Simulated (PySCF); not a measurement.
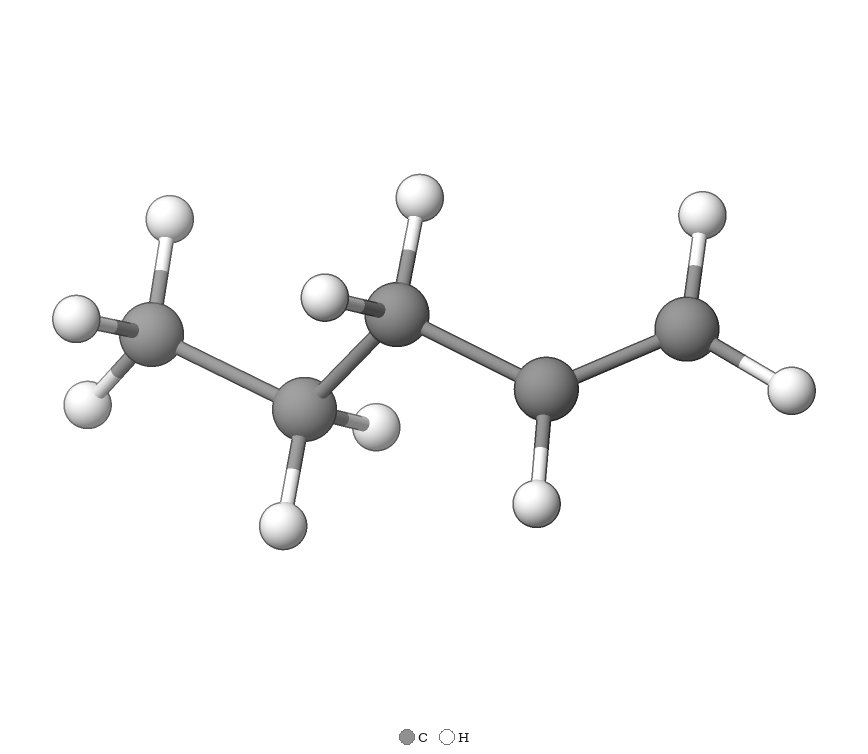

Every bond is drawn as one stick, whatever its order.

Count the atoms of each element.

C₅H₁₀, 15 atoms: 5 carbon and 10 hydrogen.

Give a SMILES string for it.

C=CCCC

How many bonds of each kind are drawn?

10 C–H, 4 C–C.

The parts below concern this one geometry. Atoms keep their numbers from picture to picture. The computed structure is the end point of a PBE0-D3(BJ)/def2-SVP optimisation. No frequency run is at hand to confirm it as a minimum.

## Shape

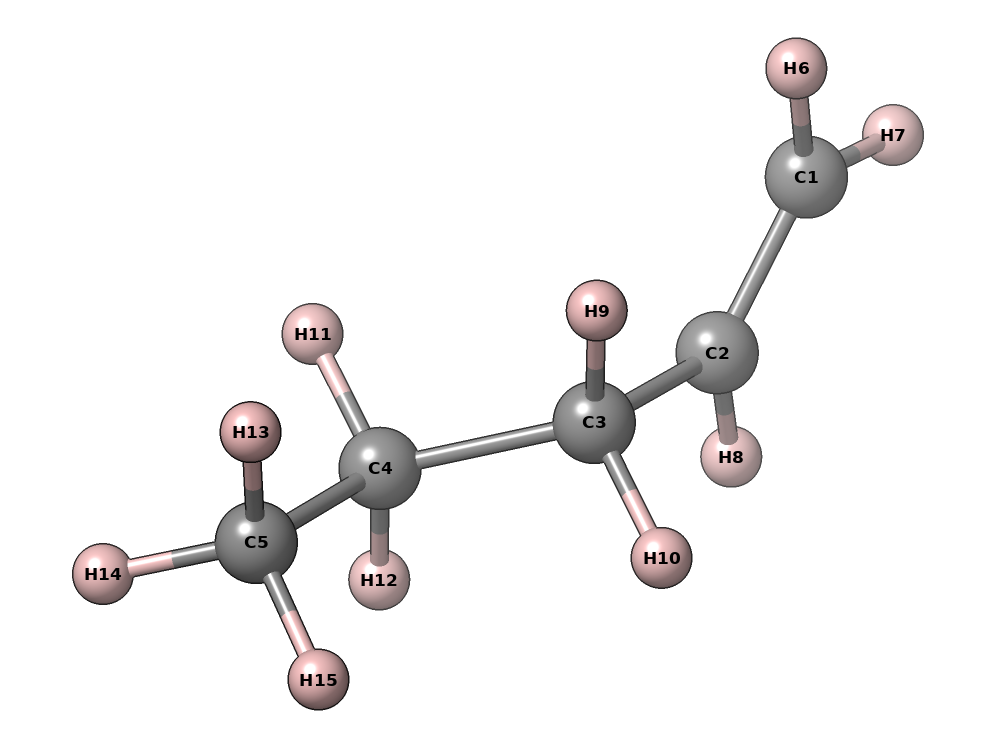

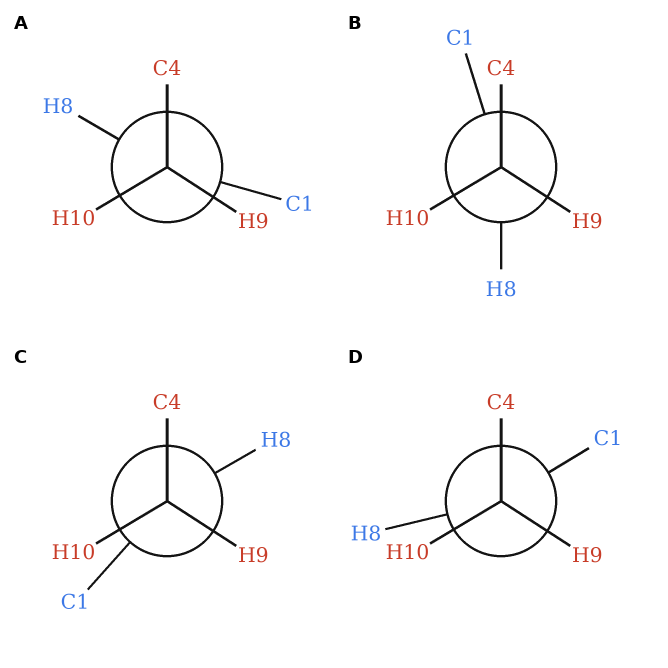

Atoms fade into the background with distance from the viewer. Bonds that would overlap in a projection are set slightly apart. No frequency run is at hand to confirm it as a minimum.

Which Newman projection shows the view along C3–C2, with C3 in front?

A. The torsion angle C4–C3–C2–C1 is 119°, anticlinal.

## Core levels

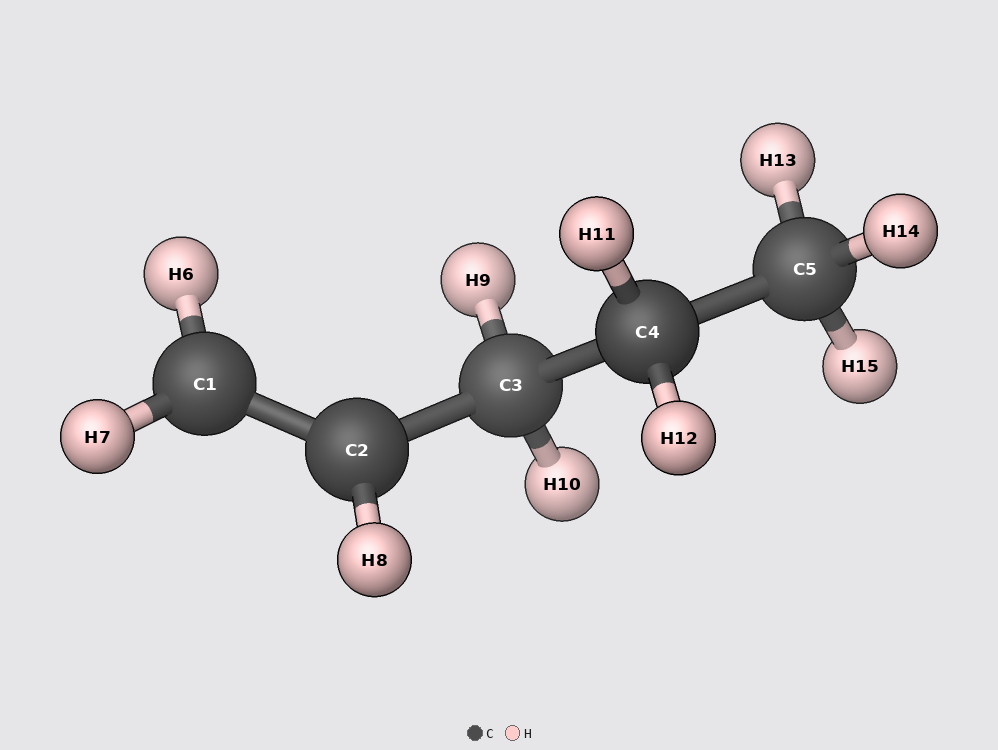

No frequency run is at hand to confirm it as a minimum. Method: delta-SCF UKS SCAN, pcX-2 on the ionised atom, pcseg-1 elsewhere, spin-free X2C (PySCF 2.14.0).

Give the core-electron binding energies (to vacuum) of C1 1s, C2 1s, C3 1s, C4 1s, C5 1s.

```csv
atom,level,binding energy (eV)
C1,1s,290.0
C2,1s,290.4
C3,1s,290.6
C4,1s,290.5
C5,1s,290.6
```

## Excitation

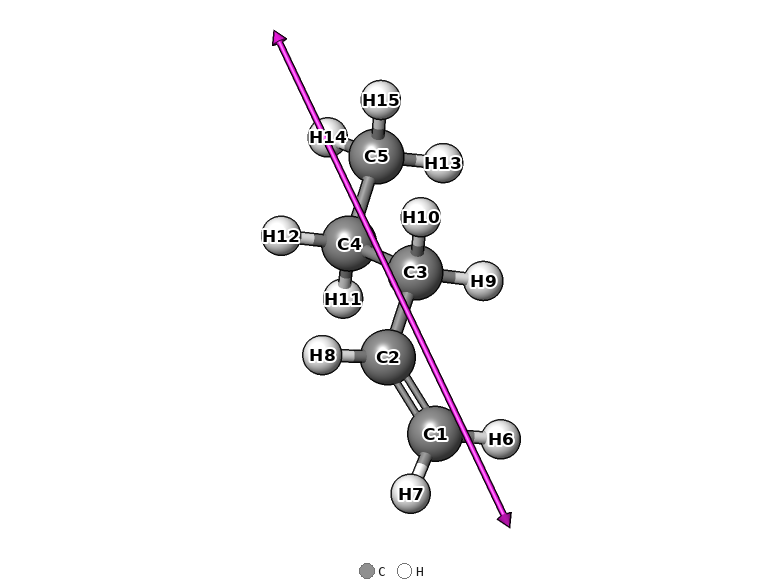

The double arrow shows the direction of the transition dipole to excited singlet state 1 (its length means nothing). No frequency run is at hand to confirm it as a minimum. Method: TDDFT ωB97X-D/def2-SVPD, vertical, gas phase, core orbitals frozen in the response (PySCF 2.14.0).

Where does the transition lie, and how strong is it?

7.45 eV (166 nm), oscillator strength 0.48, mainly HOMO → LUMO (weight 0.95); transition dipole 4.13 D.

## NMR shielding

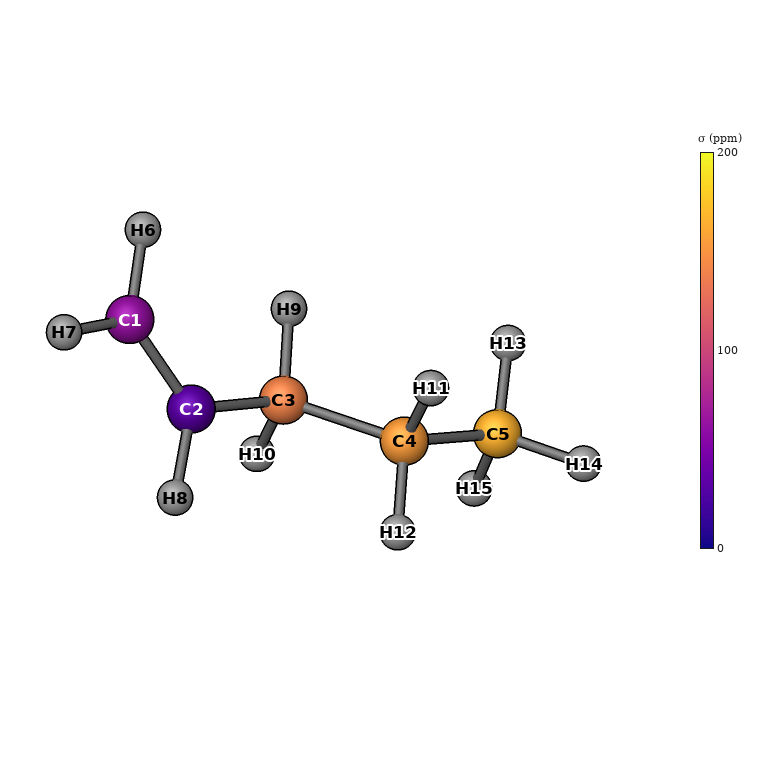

Atoms are coloured by their isotropic NMR shieldings (C only, the others grey). No frequency run is at hand to confirm it as a minimum. Properties computed with GIAO B97-2/pcSseg-2 NMR shielding, non-relativistic, gas phase (PySCF 2.14.0).

Which C atom is the most shielded (lowest chemical shift)?

C5 (166.1 ppm).

Which C atom is the least shielded (highest chemical shift)?

C2 (32.8 ppm).

How wide is the range of C shifts?

133.3 ppm.

Give the isotropic NMR shieldings of the C atoms atom by atom.

```tsv
atom	σ (ppm)
C1	62.7
C2	32.8
C3	140.3
C4	154.3
C5	166.1
```

## Polarisability

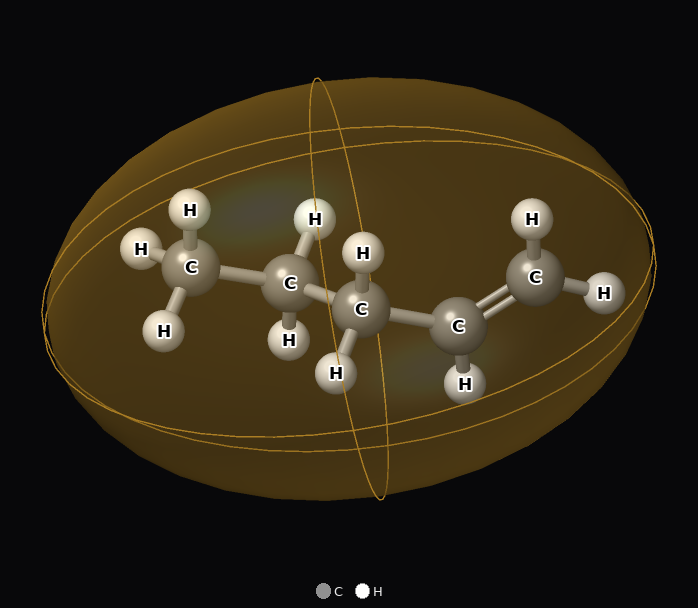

The ellipsoid shows the static dipole polarisability: its half-axes are proportional to the principal values. No frequency run is at hand to confirm it as a minimum. Level of theory: ωB97X-D/def2-SVPD (PySCF 2.14.0).

Give the principal values, the mean and the anisotropy.

Principal values 53.8, 58.0, 81.3 bohr³; mean 64.4 bohr³ (9.54 Å³); anisotropy 25.7 bohr³, so the longest axis is 1.51 times the shortest.
